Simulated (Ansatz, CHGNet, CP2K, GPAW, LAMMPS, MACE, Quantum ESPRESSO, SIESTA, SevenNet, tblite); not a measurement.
# From one method to another: forces in glassy 69SiO2-19Al2O3-6SrO-6Li2O (mol %) (106 atoms)

106 atoms (22 Si, 12 Al, 2 Sr, 4 Li, 66 O) placed at random at 3.07 g/cm³, melted at 4000 K for 10 ps at fixed volume with the Morse and Coulomb pair potential with partial charges (Pedone, Malavasi, Menziani, Cormack and Segre, J. Phys. Chem. B 110, 11780 (2006)). Quenched from 4000 K to 300 K at 50 K/ps and fixed volume, held 5 ps.

Two calculations on one geometry. First: Kohn-Sham DFT, PBE, GBRV 1.5 ultrasoft pseudopotentials, plane waves; gbrv-1.5; 40/200 Ry; levels smeared at 580 K (Quantum ESPRESSO 7.5; Γ point). Second: Kohn-Sham DFT, PBE, PAW, plane waves (Ansatz 0.2.0; cutoff 420 eV, Γ point, fermi-dirac smearing of 0.05 eV; PAW set soft_2).

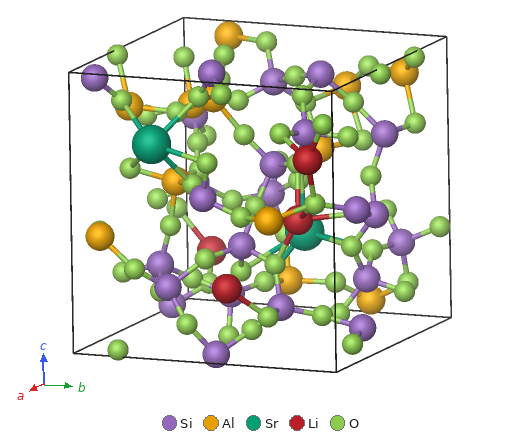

The structure (silicon purple, aluminium orange, strontium teal, lithium red, oxygen green). Bonds to atoms that aren't drawn are left out. Some periodic images of atoms are drawn too.

Cell vectors (Å):

```
10.593 0.000 0.000
0.000 10.593 0.000
0.000 0.000 10.593
```

Atom, position (Å) and force of the first calculation (eV/Å):

```
1 Si 7.916 7.222 1.706 0.506 1.148 -0.820
2 Si 1.411 4.029 4.511 2.695 1.147 0.333
3 Si 3.834 9.720 7.611 0.681 0.947 1.187
4 Si 7.972 10.370 5.600 2.435 1.022 -2.117
5 Si 5.662 6.018 6.555 1.138 0.950 1.383
6 Si 6.573 1.797 2.692 1.372 2.619 0.630
7 Si 2.887 4.864 9.070 -0.381 4.440 3.613
8 Si 8.952 5.038 10.577 -1.275 2.764 3.283
9 Si 4.640 7.535 9.877 1.472 0.009 -1.085
10 Si 9.233 3.260 2.450 -4.489 0.885 0.737
11 Si 5.000 9.800 4.807 1.088 2.652 0.311
12 Si 9.476 4.836 5.949 -0.031 0.588 0.898
13 Si 7.134 5.335 3.747 -0.209 -3.291 -3.770
14 Si 1.480 1.020 7.260 1.621 2.432 0.998
15 Si 7.315 8.055 8.220 -3.828 1.281 0.309
16 Si 3.890 2.099 5.276 -4.663 1.329 1.857
17 Si 9.530 0.570 10.214 -1.539 -2.008 -0.927
18 Si 5.144 3.997 1.454 0.511 2.232 0.801
19 Si 7.030 10.110 0.953 1.026 -0.507 0.067
20 Si 3.503 0.890 0.524 -2.185 -1.625 1.404
21 Si 1.137 9.133 2.956 -1.659 1.905 -1.753
22 Si 4.071 9.006 2.155 -1.261 -0.870 -1.696
23 Al 6.830 2.585 5.936 0.735 0.611 -1.210
24 Al 4.464 2.245 8.355 -0.135 -1.234 0.250
25 Al 2.361 6.454 6.571 -1.854 -1.037 0.758
26 Al 1.945 4.913 1.402 1.298 0.941 0.592
27 Al 0.149 6.598 8.501 -0.734 -0.345 -1.776
28 Al 6.807 0.745 8.629 -0.017 -2.569 1.647
29 Al 6.587 4.052 9.126 -1.664 0.823 -0.630
30 Al 0.371 7.529 0.527 -1.641 0.997 1.847
31 Al 10.253 7.820 5.448 -1.368 0.194 0.910
32 Al 10.346 1.043 4.433 1.211 -1.247 0.795
33 Al 1.353 2.404 10.335 2.233 -0.313 -0.149
34 Al 1.483 9.518 9.462 0.650 1.536 0.267
35 Sr 9.632 2.868 7.884 -0.292 -1.016 0.638
36 Sr 3.793 6.411 3.717 -0.076 -1.194 -0.642
37 Li 9.894 9.267 7.772 -1.000 -0.104 0.096
38 Li 10.549 6.215 2.849 0.050 0.439 -0.042
39 Li 0.660 1.267 2.018 0.649 -0.567 -0.071
40 Li 7.406 7.749 4.927 0.105 0.285 0.566
41 O 3.945 8.531 8.751 -0.994 1.503 -1.592
42 O 10.229 2.359 3.267 1.706 -0.046 0.021
43 O 3.982 10.487 1.754 0.678 2.825 -0.364
44 O 0.949 0.024 3.616 0.440 0.879 -0.307
45 O 8.444 1.166 9.205 0.229 1.297 -1.332
46 O 5.083 2.784 6.045 -0.257 1.208 1.672
47 O 10.490 10.173 9.293 -0.830 0.717 -0.180
48 O 6.585 9.734 5.161 -1.723 -1.204 -0.993
49 O 4.085 1.784 10.022 1.629 2.033 -1.739
50 O 6.212 7.479 9.372 -0.530 -0.154 0.898
51 O 5.666 4.105 10.568 0.148 0.488 -0.687
52 O 7.781 5.976 0.754 -0.403 -2.594 -2.430
53 O 4.393 0.760 4.674 0.938 -3.300 -2.255
54 O 3.714 4.734 1.690 -0.751 0.345 0.709
55 O 1.056 7.897 9.513 -0.841 -1.975 -0.889
56 O 7.571 1.077 6.463 0.213 0.728 2.139
57 O 0.904 7.544 6.661 0.273 0.319 1.059
58 O 2.174 10.228 7.730 0.310 -3.455 0.739
59 O 7.061 8.514 1.314 -0.821 0.116 0.313
60 O 8.958 9.118 5.936 1.142 -1.868 0.907
61 O 1.884 5.693 8.141 -1.132 0.628 -0.913
62 O 4.940 8.802 3.532 0.812 -0.908 -0.126
63 O 0.715 9.193 1.378 -0.113 -0.376 -0.157
64 O 8.246 4.184 9.501 0.338 -1.294 -1.672
65 O 1.976 4.198 10.349 -1.248 -0.615 -0.448
66 O 4.393 8.031 0.843 -0.205 -0.062 1.116
67 O 6.308 5.549 5.075 -1.591 0.352 1.409
68 O 6.105 4.840 2.559 -1.359 0.004 0.548
69 O 8.584 10.382 0.657 1.987 -0.095 0.755
70 O 7.059 9.669 8.131 0.585 -1.245 -1.139
71 O 1.213 4.498 2.991 -0.823 0.327 -1.116
72 O 3.572 3.720 8.426 2.257 -2.941 -2.924
73 O 0.115 3.782 5.453 -0.809 -0.730 -0.257
74 O 6.686 2.276 4.215 -0.138 -0.117 -0.197
75 O 2.673 8.635 2.945 1.421 -1.256 0.377
76 O 6.069 5.030 7.702 0.018 -1.292 1.007
77 O 10.163 5.943 10.072 1.208 0.718 -0.501
78 O 8.443 4.433 3.443 1.875 -0.267 0.896
79 O 9.630 4.176 1.192 1.773 -0.227 -0.215
80 O 9.321 6.287 5.310 -0.451 1.285 -1.921
81 O 4.194 9.295 6.071 -1.659 -1.830 1.313
82 O 9.476 7.385 1.654 2.343 0.480 0.375
83 O 6.300 2.439 8.432 -0.762 0.418 -0.790
84 O 10.428 1.730 0.217 0.269 1.192 1.458
85 O 2.319 1.870 1.160 -0.887 0.606 0.396
86 O 4.652 0.490 7.853 1.029 0.247 0.092
87 O 2.774 3.063 4.455 0.466 -0.711 0.077
88 O 0.282 0.946 6.260 -2.200 0.165 -1.219
89 O 8.826 0.361 4.287 -1.942 -0.499 1.167
90 O 8.794 7.692 8.450 3.552 -0.928 0.040
91 O 2.587 10.418 10.308 0.344 -0.416 -0.079
92 O 1.525 6.624 1.365 0.971 -2.508 1.200
93 O 2.726 1.683 6.527 2.458 1.296 -1.388
94 O 6.131 0.008 10.381 -0.861 0.934 -2.197
95 O 7.943 2.391 1.993 0.319 0.001 -0.877
96 O 0.345 8.195 3.965 -0.040 -1.643 -0.343
97 O 1.990 5.409 5.216 0.411 0.688 -0.513
98 O 6.541 7.384 6.862 0.393 0.233 -1.167
99 O 1.239 1.971 8.619 -0.245 -0.226 -1.282
100 O 10.027 5.265 7.416 0.017 -0.488 1.020
101 O 8.170 3.856 6.154 -0.043 -0.550 0.033
102 O 6.576 0.285 2.303 -0.342 -1.959 1.093
103 O 5.281 2.511 1.974 -0.624 -2.116 0.645
104 O 7.402 6.789 3.189 0.370 2.973 1.267
105 O 4.080 6.407 6.354 1.086 0.151 -0.672
106 O 3.872 6.156 9.558 -0.562 -1.510 0.652
```

**Question.** What forces does the second calculation give?

Atom and force (eV/Å):

```
1 0.506 1.148 -0.820
2 2.686 1.154 0.333
3 0.691 0.943 1.180
4 2.405 1.013 -2.119
5 1.139 0.938 1.384
6 1.369 2.598 0.626
7 -0.357 4.398 3.571
8 -1.274 2.746 3.263
9 1.455 0.011 -1.087
10 -4.476 0.877 0.733
11 1.083 2.645 0.323
12 -0.031 0.597 0.896
13 -0.220 -3.272 -3.751
14 1.630 2.426 0.982
15 -3.805 1.278 0.310
16 -4.636 1.291 1.853
17 -1.540 -1.992 -0.917
18 0.514 2.213 0.792
19 1.037 -0.500 0.075
20 -2.177 -1.624 1.383
21 -1.650 1.883 -1.734
22 -1.265 -0.839 -1.697
23 0.718 0.572 -1.247
24 -0.145 -1.220 0.299
25 -1.844 -1.073 0.739
26 1.315 0.961 0.600
27 -0.736 -0.367 -1.743
28 0.014 -2.567 1.645
29 -1.643 0.806 -0.601
30 -1.585 0.962 1.870
31 -1.327 0.180 0.859
32 1.167 -1.272 0.740
33 2.199 -0.356 -0.149
34 0.633 1.528 0.316
35 -0.296 -1.014 0.640
36 -0.080 -1.193 -0.641
37 -1.000 -0.101 0.103
38 0.052 0.441 -0.046
39 0.650 -0.564 -0.070
40 0.105 0.285 0.563
41 -0.989 1.498 -1.586
42 1.685 -0.083 0.051
43 0.669 2.799 -0.379
44 0.391 0.901 -0.284
45 0.183 1.272 -1.340
46 -0.206 1.183 1.652
47 -0.751 0.686 -0.168
48 -1.706 -1.188 -0.984
49 1.622 2.021 -1.771
50 -0.534 -0.150 0.890
51 0.188 0.481 -0.729
52 -0.390 -2.571 -2.410
53 0.925 -3.266 -2.226
54 -0.784 0.340 0.695
55 -0.858 -1.899 -0.859
56 0.184 0.766 2.110
57 0.262 0.287 1.020
58 0.298 -3.434 0.752
59 -0.801 0.113 0.317
60 1.149 -1.872 0.892
61 -1.122 0.651 -0.936
62 0.797 -0.889 -0.125
63 -0.115 -0.409 -0.169
64 0.261 -1.277 -1.659
65 -1.247 -0.615 -0.407
66 -0.202 -0.062 1.105
67 -1.570 0.354 1.382
68 -1.353 0.007 0.549
69 1.969 -0.089 0.742
70 0.576 -1.189 -1.114
71 -0.792 0.333 -1.143
72 2.265 -2.956 -2.883
73 -0.799 -0.717 -0.265
74 -0.135 -0.111 -0.140
75 1.410 -1.241 0.371
76 0.029 -1.304 1.028
77 1.216 0.741 -0.532
78 1.856 -0.259 0.891
79 1.751 -0.230 -0.207
80 -0.417 1.308 -1.902
81 -1.644 -1.807 1.308
82 2.350 0.475 0.349
83 -0.768 0.408 -0.761
84 0.327 1.196 1.415
85 -0.910 0.615 0.349
86 1.024 0.290 0.109
87 0.460 -0.708 0.082
88 -2.180 0.169 -1.228
89 -1.845 -0.459 1.184
90 3.521 -0.925 0.034
91 0.267 -0.468 -0.136
92 0.912 -2.512 1.147
93 2.440 1.282 -1.376
94 -0.840 0.934 -2.201
95 0.317 0.005 -0.861
96 -0.066 -1.641 -0.261
97 0.423 0.718 -0.460
98 0.390 0.228 -1.156
99 -0.242 -0.219 -1.230
100 0.032 -0.461 1.033
101 -0.054 -0.567 0.024
102 -0.331 -1.929 1.072
103 -0.606 -2.087 0.644
104 0.369 2.944 1.248
105 1.019 0.144 -0.660
106 -0.560 -1.492 0.650
```

The two sets differ by 24.6 meV/Å r.m.s., 1.8 % of the r.m.s. force of the Ansatz run. The network of bonds at the start is that of the classical potential that made the cell, and needn't be the one that DFT or experiment would give. The electronic-structure runs sample only Γ, in a cell whose shortest periodic width is 11 Å.

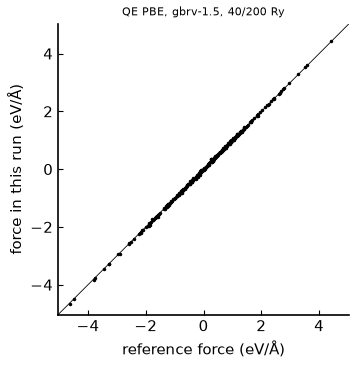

Force components against those of the reference; the line marks equality.

[Logs are printed without paths, hosts, clocks, repeated set-up lines and the standing remarks that a program may print on its own settings, such as how far it seeks lower states.]

[Hosts, paths, dates, database ids (printed as entryN), source tags and the programs' standing remarks are cut or masked in the printed files.]
